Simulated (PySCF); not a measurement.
# FH7OSi3 (SMILES F[SiH2][SiH2]O[SiH3]): what the fields show

```xyz
12

F    -3.1526   -1.6573    0.4660
Si   -2.2273   -0.3458    0.2437
Si   -0.0529   -1.0653    0.3603
O     0.8150    0.2713    0.0413
Si    2.0858    1.2352   -0.2305
H    -2.7149    0.5565    1.2898
H    -2.7167    0.1654   -1.0388
H     0.4037   -1.5577    1.6689
H     0.3525   -2.0742   -0.6304
H     1.4991    2.4219   -0.8478
H     3.0096    0.5339   -1.1192
H     2.7000    1.5155    1.0648
```

Geometry: GFN2-xTB.

All numbers below come from PBE0/pcSseg-1, SCF density, gas phase, non-relativistic (PySCF 2.14.0).

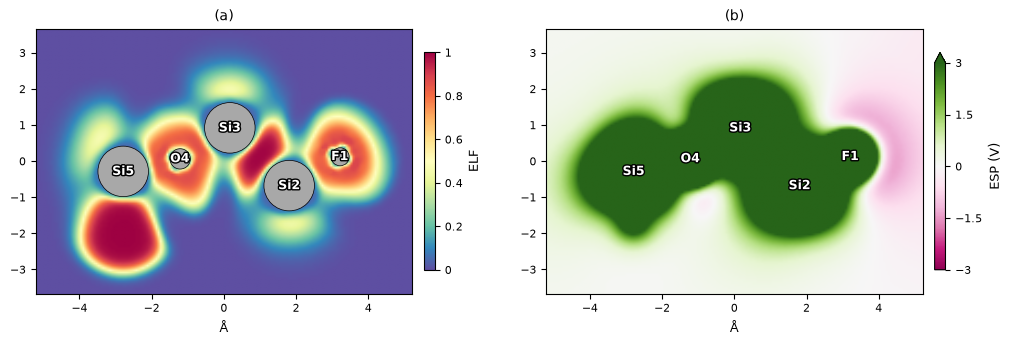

Figure 1. (a) electron localisation function; (b) molecular electrostatic potential on the plane of atoms F1, Si2 and Si3. Grey discs cover the atomic cores in the ELF map.

What do the fields say about this system?

- The section cuts through F, Si and O sites.
- Si–O (1.62 Å): the ELF peaks at about 0.85 between the atoms; a short, strongly polar bond.
- Si–F (1.62 Å): the ELF peaks at about 0.85 in the valence shell of F, 0.6 Å from its nucleus, and is about 0.50 at the midpoint.
- Si–Si (2.29 Å): the ELF peaks at about 1 between the atoms: localised, covalent bonding.
- The ELF also peaks beside O4 and F1, away from the bonds: lone-pair regions.
- Outside the dense part of the molecule the potential is most negative (−1.4 V) near F1.

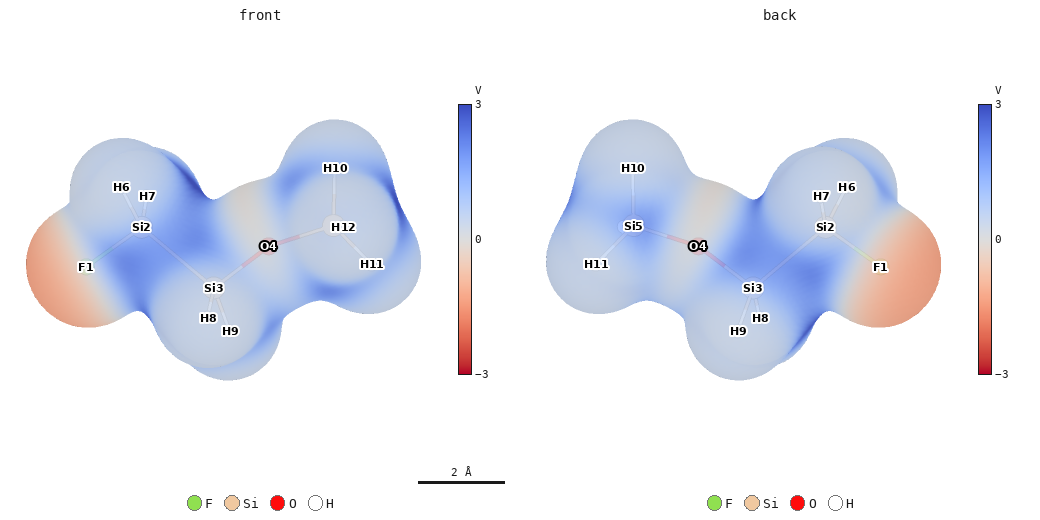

Figure 2. The molecular electrostatic potential painted on the density surface at 0.004 e/bohr³, seen from the front and from behind; red is negative and blue positive.

Which sites attract a positive test charge, and which a negative one?

A positive charge is drawn to the negative regions and a negative charge to the positive ones. The most negative region (about −1.3 V) lies over F1, the most positive (about +2.9 V) over Si2 and Si5.
